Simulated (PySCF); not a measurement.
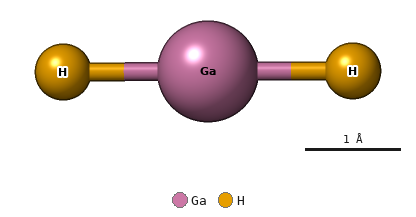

Figure 1. The structure (ball-and-stick view, seen on its broad side). Sticks mark near contacts. Bond lengths as drawn: Ga–H 1.53 Å.

# GaH₂ (charge +1): single-point calculation

- system: GaH₂, charge +1
- method: RHF/def2-tzvp, mp2 (PySCF 2.14.0)

The run did not end well.

### Output
```
PySCF version 2.14.0

[INPUT] verbose = 4
[INPUT] num. atoms = 3
[INPUT] num. electrons = 32
[INPUT] charge = 1
[INPUT] spin (= nelec alpha-beta = 2S) = 0
[INPUT] symmetry False subgroup None
[INPUT] Mole.unit = angstrom
[INPUT] Symbol           X                Y                Z      unit          X                Y                Z       unit  Magmom
[INPUT]  1 Ga     0.000000000000   0.000000000000   0.000000000000 AA    0.000000000000   0.000000000000   0.000000000000 Bohr   0.0
[INPUT]  2 H      0.000000000000   0.000000000000   1.527800000000 AA    0.000000000000   0.000000000000   2.887123573111 Bohr   0.0
[INPUT]  3 H      0.000000000000   0.000000000000  -1.527800000000 AA    0.000000000000   0.000000000000  -2.887123573111 Bohr   0.0

nuclear repulsion = 21.6478437508182
number of shells = 24
number of NR pGTOs = 116
number of NR cGTOs = 60
basis = def2-tzvp
ecp = {}

******** <class 'pyscf.scf.hf.RHF'> ********
method = RHF
initial guess = minao
damping factor = 0
level_shift factor = 0
DIIS = <class 'pyscf.scf.diis.CDIIS'>
diis_start_cycle = 1
diis_space = 8
diis_damp = 0
SCF conv_tol = 1e-09
SCF conv_tol_grad = None
SCF max_cycles = 50
direct_scf = True
direct_scf_tol = 1e-13
Set gradient conv threshold to 3.16228e-05
Initial guess from minao.
init E= -1923.67064722351
  HOMO = -0.362505130137433  LUMO = 0.00212236313112825  gap/eV = 9.92202
cycle= 1 E= -1924.08270817773  delta_E= -0.412  |g|= 0.381  |ddm|= 1.22
  HOMO = -0.7402671999546  LUMO = -0.221726643198577  gap/eV = 14.11021
cycle= 2 E= -1924.11278325374  delta_E= -0.0301  |g|=  0.3  |ddm|= 0.422
  HOMO = -0.728152957285384  LUMO = -0.205437032987541  gap/eV = 14.22382
cycle= 3 E= -1924.1195124256  delta_E= -0.00673  |g|= 0.0296  |ddm|= 0.123
  HOMO = -0.720010118968688  LUMO = -0.193586241975431  gap/eV = 14.32472
cycle= 4 E= -1924.12003256853  delta_E= -0.00052  |g|= 0.00784  |ddm|= 0.0571
  HOMO = -0.720298344878633  LUMO = -0.193819625218609  gap/eV = 14.32622
cycle= 5 E= -1924.12004620266  delta_E= -1.36e-05  |g|= 0.000434  |ddm|= 0.0102
  HOMO = -0.720438332044194  LUMO = -0.193897108757576  gap/eV = 14.32792
cycle= 6 E= -1924.12004628332  delta_E= -8.07e-08  |g|= 6.64e-05  |ddm|= 0.000981
  HOMO = -0.720452236442423  LUMO = -0.193908258501251  gap/eV = 14.32799
cycle= 7 E= -1924.12004628514  delta_E= -1.82e-09  |g|= 5.92e-06  |ddm|= 0.000174
  HOMO = -0.720451943466484  LUMO = -0.193908743482415  gap/eV = 14.32797
cycle= 8 E= -1924.12004628516  delta_E= -1.57e-11  |g|= 8.48e-07  |ddm|= 9e-06
  HOMO = -0.720451898530272  LUMO = -0.193908663519587  gap/eV = 14.32797
```

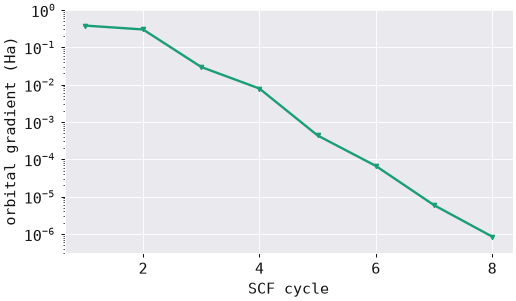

Figure 2. Convergence of the self-consistent field: orbital gradient against the SCF cycle. The run ended after 8 cycles.

```
Extra cycle  E= -1924.12004628516  delta_E= 4.09e-12  |g|= 2.72e-07  |ddm|= 1.04e-06
converged SCF energy = -1924.12004628516

******** <class 'pyscf.mp.mp2.RMP2'> ********
AssertionError
```

The run was set up as follows.

### Input file
```python
from pyscf import gto, scf, mp

mol = gto.M(
    atom='Ga 0 0 0; H 0 0 1.5278; H 0 0 -1.5278',
    basis='def2-tzvp',
    charge=1,
    spin=0,
    verbose=4,
)
mf = scf.RHF(mol)
mf.kernel()
mp.MP2(mf, frozen=32).kernel()
mf.dip_moment()
print('orbital energies (hartree):', mf.mo_energy[..., max(0, mol.nelec[1]-3):mol.nelec[0]+3].round(4))
```

Launched with:
```bash
OMP_NUM_THREADS=1 python input.py
```

### Outcome

```json
{"quantity": "outcome", "value": "ended with an error"}
{"quantity": "SCF energy", "value": "−1924.120046 hartree"}
{"quantity": "hardware", "value": "1 CPU thread, shared host"}
{"quantity": "wall time", "value": "1.7 s"}
```

### Diagnosis

Some settings of this run were drawn to be unusual or wrong. The run ended with an error.
